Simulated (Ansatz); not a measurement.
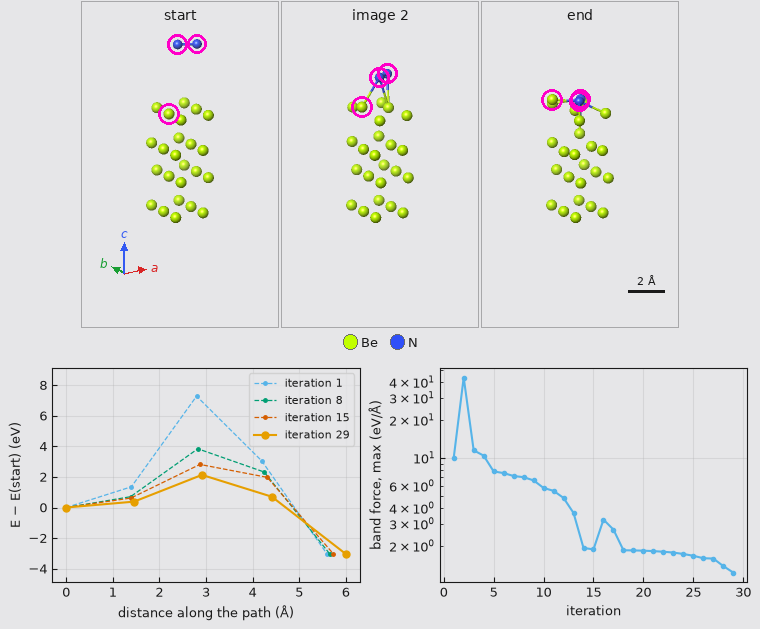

A search for the minimum-energy path of N2 on Be(0001) (26 atoms in the cell) by the nudged elastic band. Images are numbered from 0 (start) to 4 (end). The plot follows the band through its iterations. Style: ball-and-stick. Shown: the simulation cell, with the vacuum cut short (origin moved), slightly off an axis. The atoms that move most are ringed. Bonds to atoms that aren't drawn are left out.

Level of theory: Ansatz 0.2.0, DFT PBE-D3(BJ), scalar-relativistic, plane waves, PAW. Run with plane-wave cutoff 420 eV; k-point mesh 4 × 3 × 1; Fermi-Dirac smearing 0.1 eV; 6 atoms held fixed; 3 movable images; climbing image; force threshold 0.05 eV/Å; iteration limit 29; optimiser FIRE; largest step 1.0 Å.

Q: Did the band converge, and can the barrier be trusted?

A: The result isn't final. The band hadn't converged when the run stopped after 29 iterations. The largest component of the band force went from 10 to 1.2 eV/Å. The barrier read from it is provisional: over the last two iterations the highest image moved from 2.37 eV to 2.13 eV. The step length is far from the usual. The first iteration put the highest image at 7.28 eV. The highest point, image 2, lies 2.13 eV above the start and 5.17 eV above the end; the end is at −3.03 eV relative to the start.

Limits of the set-up: the periodic images lie only 4.6 Å apart, so the values are limited by the cell's size.
